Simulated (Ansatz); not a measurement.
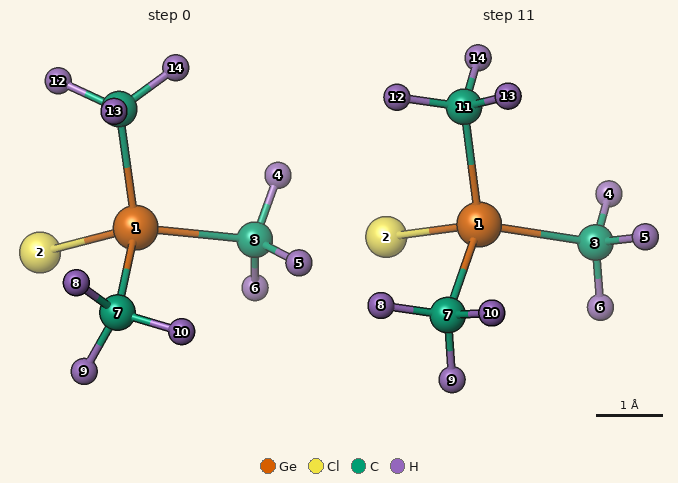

The structure of C$_{3}$H$_{9}$ClGe before (left) and after (right) a relaxation, at one scale.

Style: ball-and-stick. Shown from a free direction.

The run prepares the start of a later molecular dynamics calculation, from a guessed geometry.

All numbers below come from RHF/def2-SVP in Ansatz. Set-up: no spin polarisation; force threshold 0.02 eV/Å; at most 40 steps.

Question: What changed between the two?

Answer: Over 10 accepted moves (11 points after the start) the energy falls by 23.2 kJ/mol. Largest force component: 0.7 eV/Å at the start, 0.012 eV/Å at the end. The line search rejected the trial step at point 5 of the run. The largest moves after the best rigid fit, 0.89 Å, are those of H12 and H13. Largest moves by element: H 0.89 Å, Cl 0.26 Å, C 0.17 Å, Ge 0.11 Å. Near-neighbour distances that change, for instance: Ge1–Cl2 2.220 → 2.200 Å, C11–H12 1.110 → 1.091 Å, Ge1–C11 1.959 → 1.951 Å. Bond angles that change, for instance: Cl2–Ge1–C3 109.4° → 106.3°, C3–Ge1–C7 109.5° → 112.4°. Groups turn about Ge1–C11 by about 50°, Ge1–C7 by about 35°, Ge1–C3 by about 30°. Cost: 34 s on 2 threads of Intel(R) Xeon(R) 6975P-C (Granite Rapids), with other jobs on the host, peak memory 0.42 GiB.

Limits of the set-up: Hartree-Fock leaves out electron correlation.
